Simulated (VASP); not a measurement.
Band structure of SrCl2 (fluorite). Level of theory: vdW-DF2, VASP's PBE PAW potentials (set 64) (plane waves; VASP).

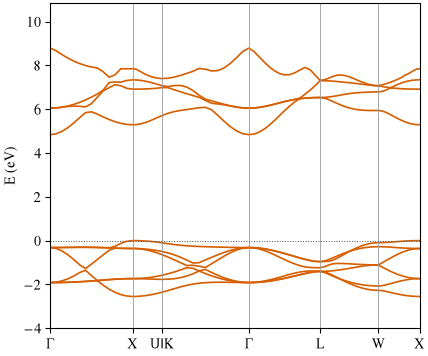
Figure: Bands along high-symmetry lines, zero at the valence-band maximum or, without a gap, the Fermi level

Question: Read the plot: is there a gap, and where are the band edges?

Answer: The gap is indirect, 4.84 eV, from the valence maximum at X to the conduction minimum at Γ. (Edges off the drawn lines would not show.)

Measured: gap 7.50 eV (computed value off by -2.66 eV), as given by Andrés Aguado et al., Journal of the Physical Society of Japan (1999), arXiv:cond-mat/9901145.

The compound is SrCl2 in the fluorite structure. It was relaxed first, which changed the volume by +5 %.
